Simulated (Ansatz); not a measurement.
# Al(111) with 4 thermally displaced layers, 2x2: scattering by thermal displacements, part 2 of 2

Aim: the resistivity of Al at 300 K from frozen thermal displacements between perfect leads.

Ansatz 0.2.0; Ansatz plane-wave DFT, PBE, PAW files; ballistic transport by layer matching (Landauer), zero bias; PAW set soft_1.

So far, open channels per spin nearest the Fermi level: step 2 (with 4 displaced layers) 5.41.

### 3. With 8 displaced layers

System of this step: Al(111) with 8 thermally displaced layers, 2x2. The cell holds 56 atoms: 56 Al. Cell: a = 5.725 Å, b = 5.725 Å, c = 32.761 Å, α = 87.5°, β = 92.5°, γ = 120.0°. It derives from Al. Regions: lead, 24 atoms (24 Al); scattering region, 32 atoms (32 Al). The structure is stacked along c, and the current runs across the ab planes.

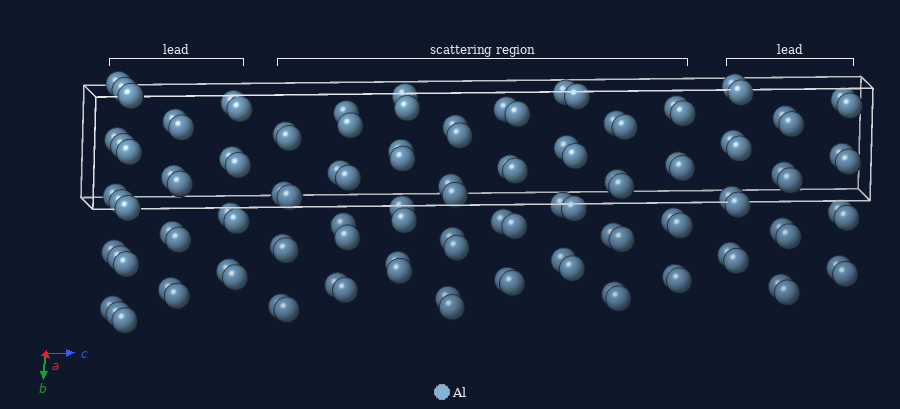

The cell of this step (aluminium light blue). 1×2×1 cells are drawn. Some periodic images of atoms are drawn too.

File input.yaml:

```yaml
crystal:
  lattice:
    - [5.7246940741, 0.0, 0.0]
    - [-2.862347037, 4.957730497, 0.0]
    - [-1.4311735185, 0.8262884162, 32.7193519684]
  atoms:
    - { symbol: Al, position: [0.005952381, 0.994047619, 0.0357142857] }
    - { symbol: Al, position: [0.005952381, 0.494047619, 0.0357142857] }
    - { symbol: Al, position: [0.505952381, 0.994047619, 0.0357142857] }
    - { symbol: Al, position: [0.505952381, 0.494047619, 0.0357142857] }
    - { symbol: Al, position: [0.1845238095, 0.3154761905, 0.1071428571] }
    - { symbol: Al, position: [0.1845238095, 0.8154761905, 0.1071428571] }
    - { symbol: Al, position: [0.6845238095, 0.3154761905, 0.1071428571] }
    - { symbol: Al, position: [0.6845238095, 0.8154761905, 0.1071428571] }
    - { symbol: Al, position: [0.3630952381, 0.1369047619, 0.1785714286] }
    - { symbol: Al, position: [0.3630952381, 0.6369047619, 0.1785714286] }
    - { symbol: Al, position: [0.8630952381, 0.1369047619, 0.1785714286] }
    - { symbol: Al, position: [0.8630952381, 0.6369047619, 0.1785714286] }
    - { symbol: Al, position: [0.0850350803, 0.9837696415, 0.2510546145] }
    - { symbol: Al, position: [0.0215665077, 0.457923716, 0.2519372299] }
    - { symbol: Al, position: [0.5239959803, 0.9658170468, 0.2512685096] }
    - { symbol: Al, position: [0.5415502273, 0.4355976902, 0.2480473436] }
    - { symbol: Al, position: [0.202341451, 0.2561241619, 0.3265613727] }
    - { symbol: Al, position: [0.2149502239, 0.786295869, 0.3206655348] }
    - { symbol: Al, position: [0.760113884, 0.3051648687, 0.3232975683] }
    - { symbol: Al, position: [0.6839163092, 0.7804389313, 0.3234461005] }
    - { symbol: Al, position: [0.410621611, 0.0882604207, 0.3982338216] }
    - { symbol: Al, position: [0.3705571095, 0.5878471188, 0.3956164359] }
    - { symbol: Al, position: [0.9192282302, 0.14009501, 0.393413455] }
    - { symbol: Al, position: [0.8839167498, 0.5943739574, 0.3896372167] }
    - { symbol: Al, position: [0.062256002, 0.9346106856, 0.4660007101] }
    - { symbol: Al, position: [0.0926977981, 0.4070921048, 0.4692701992] }
    - { symbol: Al, position: [0.5876520377, 0.9534940208, 0.4630085815] }
    - { symbol: Al, position: [0.5679158182, 0.4269764039, 0.4673294888] }
    - { symbol: Al, position: [0.2523066591, 0.2333039002, 0.5317564029] }
    - { symbol: Al, position: [0.237695884, 0.7533507656, 0.5386348871] }
    - { symbol: Al, position: [0.7431489482, 0.2226946259, 0.5382905963] }
    - { symbol: Al, position: [0.7277189071, 0.729854951, 0.5375468832] }
    - { symbol: Al, position: [0.4000489096, 0.0732869314, 0.6054264596] }
    - { symbol: Al, position: [0.4357291841, 0.5639024732, 0.6077392882] }
    - { symbol: Al, position: [0.9395459293, 0.0500078144, 0.6113361152] }
    - { symbol: Al, position: [0.9555590969, 0.5813352501, 0.6105803216] }
    - { symbol: Al, position: [0.1346353361, 0.9033062922, 0.6787945021] }
    - { symbol: Al, position: [0.0873375951, 0.3846531818, 0.6763006233] }
    - { symbol: Al, position: [0.591336191, 0.8922178424, 0.6768936631] }
    - { symbol: Al, position: [0.5857020442, 0.3664599591, 0.6793635161] }
    - { symbol: Al, position: [0.3105868769, 0.23409547, 0.7499589384] }
    - { symbol: Al, position: [0.3234589358, 0.7350772192, 0.7533940903] }
    - { symbol: Al, position: [0.7639046895, 0.2320953178, 0.7510022043] }
    - { symbol: Al, position: [0.8026171868, 0.715374859, 0.7511295002] }
    - { symbol: Al, position: [0.4702380952, 0.0297619048, 0.8214285714] }
    - { symbol: Al, position: [0.4702380952, 0.5297619048, 0.8214285714] }
    - { symbol: Al, position: [0.9702380952, 0.0297619048, 0.8214285714] }
    - { symbol: Al, position: [0.9702380952, 0.5297619048, 0.8214285714] }
    - { symbol: Al, position: [0.1488095238, 0.8511904762, 0.8928571429] }
    - { symbol: Al, position: [0.1488095238, 0.3511904762, 0.8928571429] }
    - { symbol: Al, position: [0.6488095238, 0.8511904762, 0.8928571429] }
    - { symbol: Al, position: [0.6488095238, 0.3511904762, 0.8928571429] }
    - { symbol: Al, position: [0.3273809524, 0.1726190476, 0.9642857143] }
    - { symbol: Al, position: [0.3273809524, 0.6726190476, 0.9642857143] }
    - { symbol: Al, position: [0.8273809524, 0.1726190476, 0.9642857143] }
    - { symbol: Al, position: [0.8273809524, 0.6726190476, 0.9642857143] }
kpoints:
  mp_grid: { grid: [5, 5, 1] }
hamiltonian:
  xc: pbe
  pseudopotentials: { kind: paw, azcp: { folder: soft_1 } }
scf:
  occupations: { method: fermi_dirac, width: 0.1 }
output:
  transmission:
    leads: [[0, 4]]
    kmesh: [10, 10]
    e_range: [-0.05, 0.05]
    de: 0.05
  write_potential: true
  write_density: true
  volumetric_format: npy
```

Run with:

```bash
> ansatz run input.yaml --threads 4 --pin off --max-ram 15360MiB --backend cpu --events-out ev --progress --plain --runs-dir out
```

Numbers of over 12 decimals in the logs are rounded to 6 here.

The log of the run:

```text
[...]
Crystal: 56 atoms, lattice volume = 928.624 Å³
Basis set: ecut = 420 eV, 18271 PW (Γ)
Bands: 140, of which v1, the nominal top of the filled ones, is band 84 counted from 1 (83 counted from 0)
Symmetry: 1 space group operations
[...]
k-points: 13 of 25 (time reversal used)
[...]
SCF iter   1: F=—  HF=-30100.469842 eV  |F-HF|=—  |Δ(HF+E_count)|=         —  Δρ=2.39e-2  dr2=8.41e0  ethr=3.10e-3  ⟨swp⟩=6.7  Hψ=8544  notcnv=0  defer=75
[...]
SCF iter   7: F=-30097.988767 eV  HF=-30097.988767 eV  |F-HF|=1.09e-8  |Δ(HF+E_count)|=   3.83e-8  Δρ=1.07e-6  dr2=2.03e-8  ethr=5.95e-11  ⟨swp⟩=13.3  Hψ=7411  notcnv=0
SCF 1 converged in 7 iterations: F = -30097.988767 eV  dr2 = 2.03e-8
[...]
transmission: 222 of 2132 steps passed
transmission: 432 of 2132 steps passed
[...]
transmission: 2132 of 2132 steps passed
SCF converged after 7 iterations
Free energy (F): -30097.988767 eV
[...]
Internal energy: -30097.101666 eV  (E = F + TS)
E sigma→0 (E₀):  -30097.545217 eV
Entropy (-TS):   -0.887101 eV (-15.841 meV/atom)
Fermi energy:    7.933222 eV
[...]
--- Band table (eV; the first three rows and the last of 13) ---
  k-point 0: bands = [... 80 lower, 6.5327, 6.5539, 6.6254, 6.9991, 7.0391, 7.1041, 7.1307, 7.2415, ... 52 higher]
  k-point 1: bands = [... 80 lower, 6.9388, 7.0462, 7.1090, 7.1936, 7.2311, 7.5863, 7.6474, 7.6728, ... 52 higher]
  k-point 2: bands = [... 80 lower, 7.9944, 8.0248, 8.0894, 8.1220, 8.1399, 8.1667, 8.1953, 8.2744, ... 52 higher]
  k-point 12: bands = [... 80 lower, 7.7367, 7.8820, 7.9059, 7.9698, 7.9923, 8.0083, 8.0476, 8.0890, ... 52 higher]
--- Transmission ---
  basis      : 253 plane waves across, 41 finite elements along
  points     : 52, standing for a mesh of 10 x 10
[...]
channels       : 5.530000e0 a spin
[...]
junction   : crystal 0 to crystal 0, 0.70 to 31.08 Å
    transmission   : 4.794777e0 a spin
[...]
```

It took 8.7 min on 4 threads of Arm Neoverse V2, shared host; peak memory 3.1 GiB.

This step gave:

```yaml
free_energy: -30097.9888 eV
energy_at_zero_smearing: -30097.5452 eV
fermi_energy: 7.933 eV
transmission_per_spin_nearest_the_fermi_level: 4.795
open_channels_per_spin_nearest_the_fermi_level: 5.53
step_of_the_lead_s_potential: 6 meV
```

Per spin. Transmission, zone mean against energy, zero at the Fermi level:

| energy (eV) | transmission, zone mean |
| --- | --- |
| -0.0500 | 4.57 |
| 0.0000 | 4.79 |
| 0.0500 | 4.87 |

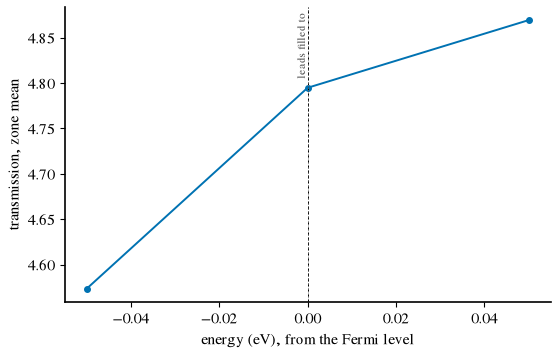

Transmission, zone mean against energy.

Over the solved energies the transmission per spin lies between 4.57 and 4.87, out of 5.45 channels of the lead on average (up to 5.59).

### 4. With 12 displaced layers

System of this step: Al(111) with 12 thermally displaced layers, 2x2. The cell holds 72 atoms: 72 Al. Cell: a = 5.725 Å, b = 5.725 Å, c = 42.068 Å, α = 90.0°, β = 90.0°, γ = 120.0°. It derives from Al. Regions: lead, 24 atoms (24 Al); scattering region, 48 atoms (48 Al). The structure is stacked along c, and the current runs across the ab planes.

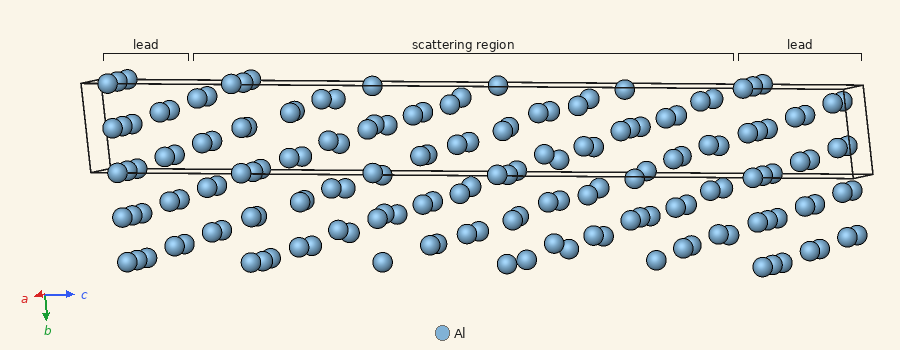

The cell of this step (aluminium light blue). 1×2×1 cells are drawn. Some periodic images of atoms are drawn too.

File input.yaml:

```yaml
crystal:
  lattice:
    - [5.7246940741, 0.0, 0.0]
    - [-2.862347037, 4.957730497, 0.0]
    - [0.0, 0.0, 42.0677382451]
  atoms:
    - { symbol: Al, position: [0.0, 0.0, 0.0277777778] }
    - { symbol: Al, position: [0.0, 0.5, 0.0277777778] }
    - { symbol: Al, position: [0.5, 0.0, 0.0277777778] }
    - { symbol: Al, position: [0.5, 0.5, 0.0277777778] }
    - { symbol: Al, position: [0.1666666667, 0.3333333333, 0.0833333333] }
    - { symbol: Al, position: [0.1666666667, 0.8333333333, 0.0833333333] }
    - { symbol: Al, position: [0.6666666667, 0.3333333333, 0.0833333333] }
    - { symbol: Al, position: [0.6666666667, 0.8333333333, 0.0833333333] }
    - { symbol: Al, position: [0.3333333333, 0.1666666667, 0.1388888889] }
    - { symbol: Al, position: [0.3333333333, 0.6666666667, 0.1388888889] }
    - { symbol: Al, position: [0.8333333333, 0.1666666667, 0.1388888889] }
    - { symbol: Al, position: [0.8333333333, 0.6666666667, 0.1388888889] }
    - { symbol: Al, position: [0.0018923042, 0.9930100456, 0.1900798312] }
    - { symbol: Al, position: [0.9903365594, 0.4843470586, 0.1969236241] }
    - { symbol: Al, position: [0.4959424819, 0.0016257099, 0.1924944378] }
    - { symbol: Al, position: [0.4912754706, 0.4997753898, 0.191035227] }
    - { symbol: Al, position: [0.1707051646, 0.3312675414, 0.2472785484] }
    - { symbol: Al, position: [0.1312136914, 0.843325192, 0.2493169883] }
    - { symbol: Al, position: [0.655427882, 0.3287341444, 0.2541691564] }
    - { symbol: Al, position: [0.6666701864, 0.8350202719, 0.2465868861] }
    - { symbol: Al, position: [0.3700517561, 0.1845350462, 0.3080043732] }
    - { symbol: Al, position: [0.3430634641, 0.6845188194, 0.3064069488] }
    - { symbol: Al, position: [0.8421934554, 0.1637026589, 0.3021727035] }
    - { symbol: Al, position: [0.8318441365, 0.6289826929, 0.3050048554] }
    - { symbol: Al, position: [0.9863954757, 0.9796899566, 0.3625183448] }
    - { symbol: Al, position: [0.9923671365, 0.491491846, 0.3623042464] }
    - { symbol: Al, position: [0.5054873768, 0.0270508407, 0.3619177671] }
    - { symbol: Al, position: [0.4730672396, 0.4621348017, 0.3581095698] }
    - { symbol: Al, position: [0.1845045294, 0.3323478026, 0.416016841] }
    - { symbol: Al, position: [0.1818919527, 0.8083533185, 0.4153224711] }
    - { symbol: Al, position: [0.6644054975, 0.3447524443, 0.4151437277] }
    - { symbol: Al, position: [0.6406902766, 0.8020725222, 0.4183406617] }
    - { symbol: Al, position: [0.3422909869, 0.1573890732, 0.4725971183] }
    - { symbol: Al, position: [0.3069370393, 0.6574779507, 0.4753848807] }
    - { symbol: Al, position: [0.8581201288, 0.2116617536, 0.4704154658] }
    - { symbol: Al, position: [0.841216715, 0.6628591265, 0.4735208814] }
    - { symbol: Al, position: [0.9944136136, 0.9890704827, 0.525786433] }
    - { symbol: Al, position: [0.0509590105, 0.4984936796, 0.5231491595] }
    - { symbol: Al, position: [0.4956631416, 0.0132050461, 0.5266301637] }
    - { symbol: Al, position: [0.5327064786, 0.5195220352, 0.5274281318] }
    - { symbol: Al, position: [0.1489177971, 0.3137645041, 0.5817267775] }
    - { symbol: Al, position: [0.1535484522, 0.8567893462, 0.586984293] }
    - { symbol: Al, position: [0.6339736483, 0.3103196697, 0.5792742636] }
    - { symbol: Al, position: [0.6201617128, 0.772836405, 0.5807115868] }
    - { symbol: Al, position: [0.3518412326, 0.1599345807, 0.6408503216] }
    - { symbol: Al, position: [0.3422311047, 0.7009562399, 0.6393461319] }
    - { symbol: Al, position: [0.8517450811, 0.216375962, 0.6381441645] }
    - { symbol: Al, position: [0.8147021547, 0.6705989302, 0.6387997551] }
    - { symbol: Al, position: [0.0090102058, 0.982050877, 0.6962914222] }
    - { symbol: Al, position: [0.0078808511, 0.4869965709, 0.6948191204] }
    - { symbol: Al, position: [0.5088311214, 0.0456853818, 0.6928283108] }
    - { symbol: Al, position: [0.4819796155, 0.4792424548, 0.6936500306] }
    - { symbol: Al, position: [0.1740440335, 0.3482862786, 0.7485988175] }
    - { symbol: Al, position: [0.1497400816, 0.8057467382, 0.7481009552] }
    - { symbol: Al, position: [0.7232857485, 0.3536118861, 0.7482064838] }
    - { symbol: Al, position: [0.6346100546, 0.8143335376, 0.7499502154] }
    - { symbol: Al, position: [0.3266707232, 0.1521699998, 0.8026026234] }
    - { symbol: Al, position: [0.3617217137, 0.675463389, 0.804695851] }
    - { symbol: Al, position: [0.8244552433, 0.1563538872, 0.7988167751] }
    - { symbol: Al, position: [0.8248594988, 0.6458174631, 0.8032542052] }
    - { symbol: Al, position: [0.0, 0.0, 0.8611111111] }
    - { symbol: Al, position: [0.0, 0.5, 0.8611111111] }
    - { symbol: Al, position: [0.5, 0.0, 0.8611111111] }
    - { symbol: Al, position: [0.5, 0.5, 0.8611111111] }
    - { symbol: Al, position: [0.1666666667, 0.3333333333, 0.9166666667] }
    - { symbol: Al, position: [0.1666666667, 0.8333333333, 0.9166666667] }
    - { symbol: Al, position: [0.6666666667, 0.3333333333, 0.9166666667] }
    - { symbol: Al, position: [0.6666666667, 0.8333333333, 0.9166666667] }
    - { symbol: Al, position: [0.3333333333, 0.1666666667, 0.9722222222] }
    - { symbol: Al, position: [0.3333333333, 0.6666666667, 0.9722222222] }
    - { symbol: Al, position: [0.8333333333, 0.1666666667, 0.9722222222] }
    - { symbol: Al, position: [0.8333333333, 0.6666666667, 0.9722222222] }
kpoints:
  mp_grid: { grid: [5, 5, 1] }
hamiltonian:
  xc: pbe
  pseudopotentials: { kind: paw, azcp: { folder: soft_1 } }
scf:
  occupations: { method: fermi_dirac, width: 0.1 }
output:
  transmission:
    leads: [[0, 4]]
    kmesh: [10, 10]
    e_range: [-0.05, 0.05]
    de: 0.05
  write_potential: true
  write_density: true
  volumetric_format: npy
```

The log of the run:

```text
[...]
Crystal: 72 atoms, lattice volume = 1193.945 Å³
Basis set: ecut = 420 eV, 23469 PW (Γ)
Bands: 180, of which v1, the nominal top of the filled ones, is band 108 counted from 1 (107 counted from 0)
Symmetry: 1 space group operations
[...]
k-points: 13 of 25 (time reversal used)
[...]
SCF iter   1: F=—  HF=-38699.986454 eV  |F-HF|=—  |Δ(HF+E_count)|=         —  Δρ=2.43e-2  dr2=1.46e1  ethr=3.10e-3  ⟨swp⟩=6.3  Hψ=10893  notcnv=0  defer=111
[...]
SCF iter   8: F=-38696.604697 eV  HF=-38696.604697 eV  |F-HF|=8.29e-10  |Δ(HF+E_count)|=   8.23e-9  Δρ=3.24e-7  dr2=1.90e-9  ethr=3.36e-11  ⟨swp⟩=1.0  Hψ=5105  notcnv=0
SCF 1 converged in 8 iterations: F = -38696.604697 eV  dr2 = 1.90e-9
[...]
transmission: 273 of 2704 steps passed
transmission: 549 of 2704 steps passed
[...]
transmission: 2704 of 2704 steps passed
SCF converged after 8 iterations
Free energy (F): -38696.604697 eV
[...]
Internal energy: -38695.404401 eV  (E = F + TS)
E sigma→0 (E₀):  -38696.004549 eV
Entropy (-TS):   -1.200295 eV (-16.671 meV/atom)
Fermi energy:    7.938605 eV
[...]
--- Band table (eV; the first three rows and the last of 13) ---
  k-point 0: bands = [... 104 lower, 6.6364, 6.6873, 6.7161, 6.7894, 6.8277, 6.8449, 6.8596, 6.8890, ... 68 higher]
  k-point 1: bands = [... 104 lower, 6.9600, 7.0003, 7.1138, 7.1428, 7.1554, 7.1698, 7.2287, 7.4112, ... 68 higher]
  k-point 2: bands = [... 104 lower, 7.9739, 8.0070, 8.0275, 8.0644, 8.0921, 8.1172, 8.1306, 8.1974, ... 68 higher]
  k-point 12: bands = [... 104 lower, 7.7309, 7.8652, 7.8880, 7.9156, 7.9583, 7.9930, 8.0254, 8.0504, ... 68 higher]
--- Transmission ---
  basis      : 253 plane waves across, 52 finite elements along
  points     : 52, standing for a mesh of 10 x 10
[...]
channels       : 5.590000e0 a spin
[...]
junction   : crystal 0 to crystal 0, 0.70 to 40.43 Å
    transmission   : 4.495036e0 a spin
[...]
```

It took 13 min on 4 threads; peak memory 4.8 GiB.

Numbers from this step:

```
free energy                                    : -38696.6047 eV
energy at zero smearing                        : -38696.0045 eV
Fermi energy                                   : 7.939 eV
transmission per spin nearest the Fermi level  : 4.495
open channels per spin nearest the Fermi level : 5.59
step of the lead's potential                   : 6.8 meV
```

Per spin. The transmission, zone mean by energy, zero at the Fermi level:

| energy (eV) | transmission, zone mean |
| --- | --- |
| -0.0500 | 4.35 |
| 0.0000 | 4.50 |
| 0.0500 | 4.39 |

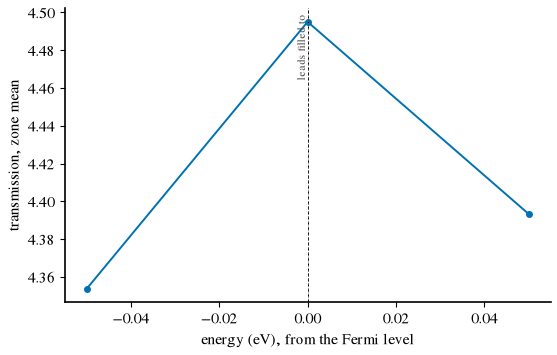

Transmission, zone mean, plotted against energy.

Over the solved energies the transmission per spin lies between 4.35 and 4.50, out of 5.47 channels of the lead on average (up to 5.59).

### 5. Resistance against length

This step: Ansatz plane-wave DFT, PBE, PAW files; ballistic transport by layer matching (Landauer), zero bias; resistivity from the slope of the area resistance; PAW set soft_1 (Ansatz 0.2.0).

This step gave:

| Property | Result |
| --- | --- |
| resistivity | 5.842 µΩ cm |
| intercept | -0.005593 fΩ m² |
| scatter about the fit | 0.002763 fΩ m² |

Resistance, by row:

| run | length (Å) | T | channels N | RA (fΩ m²) |
| --- | --- | --- | --- | --- |
| n4 | 9.348 | 5.043 | 5.423 | 0.05097 |
| n8 | 18.7 | 4.746 | 5.45 | 0.09973 |
| n12 | 28.05 | 4.414 | 5.47 | 0.1602 |

Table of area resistance by length of the displaced region:

| length of the displaced region (Å) | area resistance (fΩ m²) |
| --- | --- |
| 9.35 | 0.0510 |
| 18.70 | 0.0997 |
| 28.05 | 0.160 |

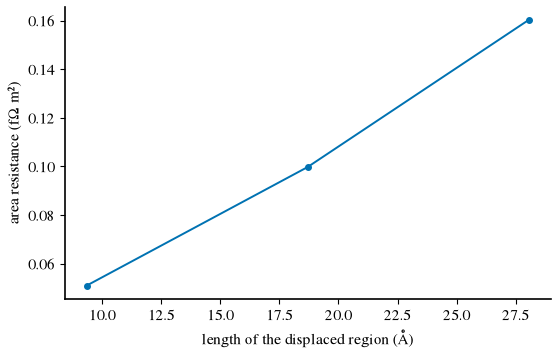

Area resistance, plotted against length of the displaced region.

The area resistance goes from 0.051 to 0.16 fΩ m² between 9.3 and 28.0 Å, a slope of 5.8 µΩ cm.

By hand from the end points: (0.1602 − 0.05097) fΩ m² / (28.05 − 9.35) Å = 5.8 µΩ cm, since 1 fΩ m² per Å is 1000 µΩ cm.

### 6. Summary of results

| Quantity | Value |
| --- | --- |
| resistivity from the slope | 5.84 µΩ cm |
| area resistance over 9.35 Å | 0.0510 fΩ m² |
| area resistance over 18.7 Å | 0.0997 fΩ m² |
| area resistance over 28.0 Å | 0.160 fΩ m² |

The slope gives 5.8 µΩ cm. The points scatter by 0.0028 fΩ m² about the line, with one random draw a length in a 2x2 cell, so the slope is a rough value. The mean square of the displacements drawn is 0.78, 0.99 and 1.2 of the nominal one at the three lengths; with each resistance scaled back by that, the slope is 3.8 µΩ cm, the value used below. Read with a model of isotropic scattering on a spherical Fermi surface and the lead's 1.5×10¹⁵ S/m², this slope means a mean free path near 155 Å; over these lengths the model's slope is 1.16 times its bulk resistivity, which would be 3.3 µΩ cm. Uncorrelated displacements put too much weight on short waves, which scatter strongly; with the sideways repeat of a small cell, one draw and three short lengths, the method is good to a factor of two or three. The measured value is 2.733 µΩ cm (CRC Handbook of Chemistry and Physics, 84th ed., 2003, Electrical Resistivity of Pure Metals); the scaled slope is 1.4 times that and the corrected value 1.2: fair for so small a cell.

[Logs are printed without paths, hosts, clocks, repeated set-up lines and the standing remarks that a program may print on its own settings, such as how far it seeks lower states.]

[Hosts, paths, dates, database ids (printed as entryN), source tags and the programs' standing remarks are cut or masked in the printed files.]
